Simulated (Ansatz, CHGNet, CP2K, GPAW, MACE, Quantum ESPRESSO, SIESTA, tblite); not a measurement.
# Forces in random packing of 70AlN-30Al2O3 (mol %) (78 atoms), program by program

One geometry of random packing of 70AlN-30Al2O3 (mol %) (78 atoms) is solved by several programs and methods. How far do their forces lie from a plane-wave PBE run?

Results are calculated, not measured.

## Step 1: The structure

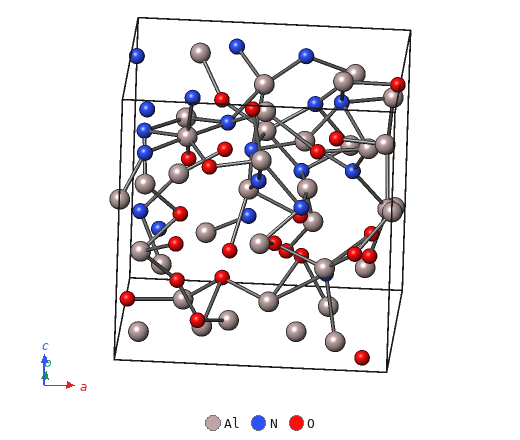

The cell (aluminium light grey, nitrogen blue, oxygen red). Bonds to atoms that aren't drawn are left out. Some periodic images of atoms are drawn too.

The cell holds 78 atoms (35 Al, 19 N and 24 O), with edges of 9.32, 9.32 and 9.32 Å. Recipe: 78 atoms (35 Al, 19 N, 24 O) packed at random in a cube at 3.27 g/cm³ and pushed apart as soft spheres, cations and anions kept from their own kind; a start for melting by ab initio MD, not an equilibrated structure. Then every atom was moved at random, 0.05 Å r.m.s. a Cartesian component. The density is 3.27 g/cm³.

## Step 2: The reference input

Quantum ESPRESSO 7.5: Kohn-Sham DFT, PBE, SSSP efficiency 1.3.0 pseudopotentials, plane waves. Its input, pw.in:

```
&control
  calculation = 'scf'
  pseudo_dir = './pseudo'
  outdir = './tmp'
  disk_io = 'none'
  tprnfor = .true.
  tstress = .true.
/
&system
  ibrav = 0
  nat = 78
  ntyp = 3
  ecutwfc = 60
  ecutrho = 480
  nosym = .true.
  occupations = 'smearing'
  smearing = 'fd'
  degauss = 0.003675
/
&electrons
  conv_thr = 3.9e-07
  electron_maxstep = 100
  mixing_beta = 0.4
  mixing_mode = 'plain'
  diagonalization = 'david'
/
ATOMIC_SPECIES
Al 26.982 Al.upf
N 14.007 N.upf
O 15.999 O.upf
CELL_PARAMETERS angstrom
9.32240 0.00000 0.00000
0.00000 9.32240 0.00000
0.00000 0.00000 9.32240
ATOMIC_POSITIONS crystal
Al 0.75261 0.16357 0.33567
Al 0.99725 0.09011 0.58802
Al 0.20609 0.61561 0.74663
Al 0.97072 0.81614 0.37572
[... 72 atom lines left out ...]
O 0.39415 0.34372 0.33014
O 0.70824 0.27551 0.74671
K_POINTS gamma
```

```console
$ OMP_NUM_THREADS=1 mpirun -np 2 pw.x -in pw.in > output.txt
```

Elapsed: 12 min, on 2 MPI ranks of Intel Xeon at 2.30GHz, shared host; peak memory 2.8 GiB.

It converged with an r.m.s. force component of 2.0 eV/Å and a pressure of 11 GPa.

## Step 3: The other programs

- CHGNet: machine-learned potential, published weights.
- CP2K 2026.2: Gaussian basis with GTH pseudopotentials and a plane-wave density; labels give functional, basis (MOLOPT sets; SR short-range, UZH the newer set with its own potentials), grid cutoff/relative cutoff and solver (OT: orbital transformation; TRS4, TC2, SIGN: linear-scaling purification with its sparsity filter), or its built-in tight binding.
- GPAW 26.7.0: PAW with atomic orbitals (LCAO), plane waves or a real-space grid of spacing h.
- MACE: machine-learned potential, published weights.
- SIESTA 5.4.2: numerical atomic orbitals, whose automatically made sets are far from complete, with PseudoDojo norm-conserving potentials that we converted to its format (checked against plane waves on the same files for H, C, O, Si, Ge and Ca alone); labels give functional, basis size, energy shift and mesh cutoff.
- tblite 0.8.0: extended tight binding, driven from Python.

All use the same cell and atoms, and the electronic-structure runs the same k-mesh.

## Step 4: Side by side

Differences are against the reference: forces as r.m.s. over components, share as that over the reference's r.m.s. force, slope as the fitted ratio of a run's forces to the reference's.

```tsv
run	Δ force, r.m.s. (meV/Å)	share (%)	slope	Δ pressure (GPa)	cores	CPU time	memory (GiB)
reference	-	-	-	-	2	25 min	2.8
CHGNet r2SCAN potential	713	35.2	1.019	-12.6	1	5.6 s	1.6
CP2K PBE, DZVP-MOLOPT-SR, 300/50 Ry, diagonalisation (coarse)	72.1	3.56	0.991	-0.255	2	10 min	0.98
CP2K PBE, DZVP-MOLOPT-SR, 600/50 Ry, diagonalisation	56.5	2.79	0.995	-0.312	4	14 min	3.4
CP2K PBE, DZVP-MOLOPT-SR, 840/50 Ry, diagonalisation	53.1	2.62	0.994	-0.312	4	18 min	5.3
CP2K PBE, SZV-MOLOPT-SR, 600/50 Ry, diagonalisation (coarse)	687	33.9	0.931	22.1	2	8.1 min	2.2
GPAW PBE, LCAO dzp, h 0.16 Å	204	10.1	0.969	-	2	25 min	2.6
GPAW PBE, LCAO dzp, h 0.18 Å	207	10.2	0.969	-	1	16 min	1.6
MACE MP-0b2 small potential	520	25.7	0.939	-2.81	1	8.4 s	0.66
MACE MP-0b3 medium potential	508	25.1	0.951	-1.39	1	10 s	1.2
SIESTA PBE, DZ, shift 0.01 Ry, mesh 500 Ry (coarse)	586	28.9	0.985	7.60	2	10 min	1.6
SIESTA PBE, DZP, shift 0.01 Ry, mesh 500 Ry	136	6.71	0.989	1.93	2	30 min	2.6
tblite GFN1-xTB	959	47.4	0.702	23.3	1	15 s	0.12
```

Rows marked coarse were listed beforehand as settings not expected to be converged; some can still land near the reference.

Times of the machine-learned potentials are mostly Python's start and the loading of weights.

Runs without a result: CP2K GFN1-xTB, diagonalisation (not converged); SIESTA PBE, SZP, shift 0.01 Ry, mesh 500 Ry (cut off at its time limit); GPAW PBE, LCAO szp(dzp), h 0.18 Å (cut off at its time limit).

CPU time is summed over cores on shared hosts, so it is rough.

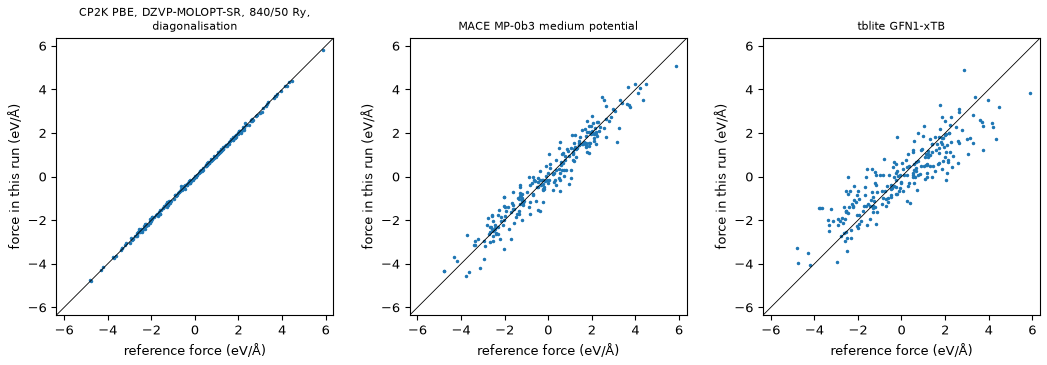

Force components against those of the reference; the line marks equality.

## Step 5: Findings

Forces lie from 2.6 % (CP2K PBE, DZVP-MOLOPT-SR, 840/50 Ry, diagonalisation) to 47 % (tblite GFN1-xTB) of the reference's r.m.s. force of 2.0 eV/Å away from it. The PBE runs in local orbitals, coarse settings apart, differ by 2.6 % (CP2K PBE, DZVP-MOLOPT-SR, 840/50 Ry, diagonalisation) to 10 % (GPAW PBE, LCAO dzp, h 0.18 Å); basis, grid and potentials can all enter. Tight binding differs by 47 % (tblite GFN1-xTB); it is another model, with fitted parameters of its own, and the xTB methods hold dispersion. Machine-learned potentials differ by 25 % (MACE MP-0b3 medium potential) to 35 % (CHGNet r2SCAN potential); they were trained on other programs' data, some at another functional.

Runs with settings chosen to be coarse differ by 3.6 % (CP2K PBE, DZVP-MOLOPT-SR, 300/50 Ry, diagonalisation) to 34 % (CP2K PBE, SZV-MOLOPT-SR, 600/50 Ry, diagonalisation), their programs' other errors included. From CP2K PBE, DZVP-MOLOPT-SR, 300/50 Ry, diagonalisation to the finer CP2K PBE, DZVP-MOLOPT-SR, 840/50 Ry, diagonalisation the share falls from 3.6 to 2.6 %. From GPAW PBE, LCAO dzp, h 0.18 Å to the finer GPAW PBE, LCAO dzp, h 0.16 Å the share goes from 10.2 to 10.1 %, so the grid isn't what parts these runs from the reference. Pressures at PBE, coarse settings apart, lie -0.31 to +1.93 GPa from the reference's.

Caveats: Periodic xTB results under one method name differ between programs and library versions. The reference's pressure holds the uncorrected Pulay stress of its 60 Ry basis, so small pressure differences may be the reference's own error. Machine-learned potentials mimic data converged in k, so the reference's own k-point error enters their differences. The reference's stress is far from hydrostatic: its diagonal is 7.8, 11.3, 12.7 GPa, compression counted positive. The electronic-structure runs sample only Γ, in a cell whose shortest periodic width is 9 Å, which is coarse for a cell with partly filled levels. The reference's pressure of 11 GPa reflects the volume that the recipe set, positions that aren't this level's minimum and the basis. CP2K warns in some runs that its smearing reaches the highest orbitals computed, so too few empty orbitals were added. The reference has no spin polarisation, so local moments can't form. Where levels are smeared, the DFT runs use Fermi–Dirac occupations at 580 K (0.05 eV), and energies are free energies. The atoms were displaced at random, and shares hang on the size of the forces that this gives. The reference's cutoffs and mesh weren't converged further here.

[Logs are printed without paths, hosts, clocks, repeated set-up lines and the standing remarks that a program may print on its own settings, such as how far it seeks lower states.]

[Hosts, paths, dates, database ids (printed as entryN), source tags and the programs' standing remarks are cut or masked in the printed files.]

[Cells were taken only where this reference lay near another plane-wave run.]
